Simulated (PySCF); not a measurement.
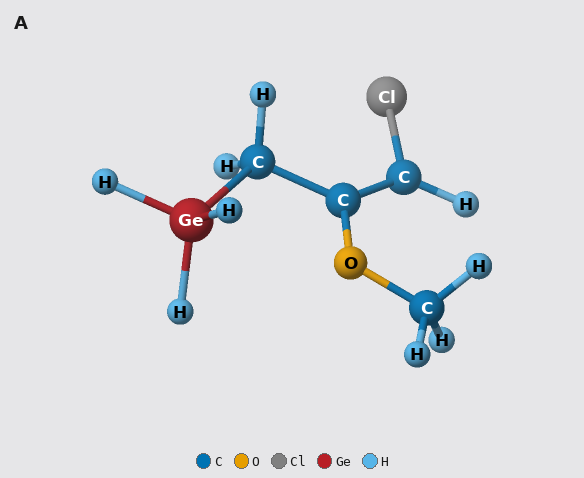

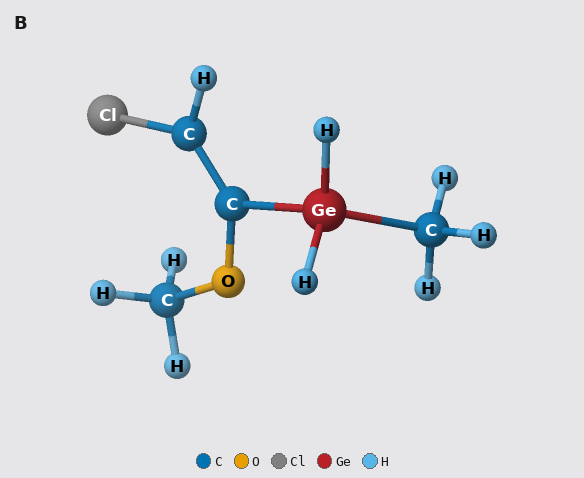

2 stationary structures of one formula. Geometries: GFN2-xTB. Electronic energies: B3LYP/def2-SVPD (PySCF 2.14.0), without zero-point energy. No frequency run is at hand to confirm each as a minimum. Each is one conformer, not always the lowest.

Rank them by energy, lowest first.

B is lowest; A lies 2.4 kcal/mol above it. A is `CO/C(=C/Cl)[CH2][GeH3]`, B is `CO/[C](=C\Cl)[GeH2][CH3]`.

The geometry is semi-empirical. Around Ge such bond lengths and angles can be off by a tenth of an ångström or more and by several degrees, and values that hang on the shape move with them.
